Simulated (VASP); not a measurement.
Band structure of Al (space group Im-3m). Level of theory: r2SCAN meta-GGA, VASP's PBE PAW potentials (set 64) (plane waves; VASP 6.6.1).

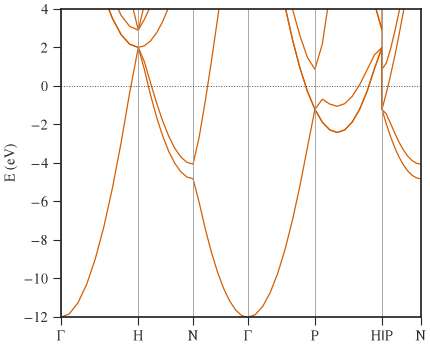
Figure. Bands along high-symmetry lines, zero at the valence-band maximum or, without a gap, the Fermi level

Read the plot: is there a gap, and where are the band edges?

It has no gap at this level: it comes out as a metal or semimetal.

The structure comes from a computed database's Al entry (Im-3m); how it stands against other phases isn't given here. It was relaxed first.
